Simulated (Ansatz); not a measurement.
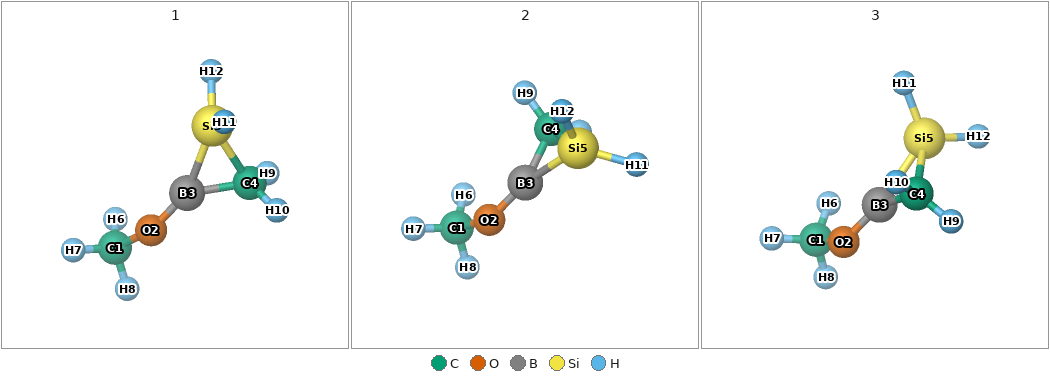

C₂H₇BOSi, SMILES COB1C[SiH2]1. Coordinates scanned: (1) angle C1–O2–B3; (2) dihedral C1–O2–B3–C4. Nothing is relaxed (all other coordinates rigid). Grid: 7 × 8 points. Energies: kJ/mol, counted from the lowest grid point. The calculation used RKS CAM-B3LYP-D4/def2-SVP in Ansatz 0.2.0.

The numbered pictures are structures from this grid.

Q: Which is the most stable, and how do the others follow?

A: 3, at angle C1–O2–B3 = 123.7°, dihedral C1–O2–B3–C4 = −180°: 0 kJ/mol; 2, at angle C1–O2–B3 = 135.4°, dihedral C1–O2–B3–C4 = 0°: 14 kJ/mol; 1, at angle C1–O2–B3 = 147.0°, dihedral C1–O2–B3–C4 = −90°: 61 kJ/mol.

The map, with the structures marked:

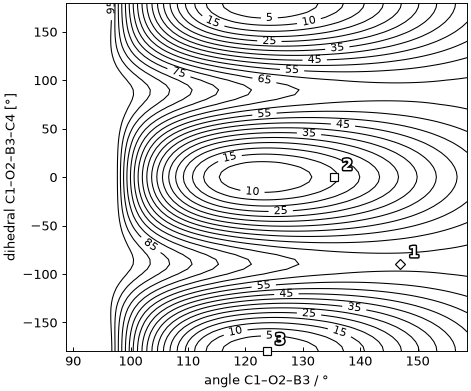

In the figure: contour lines labelled in kJ/mol (none above 95). Between grid points the surface is interpolated.
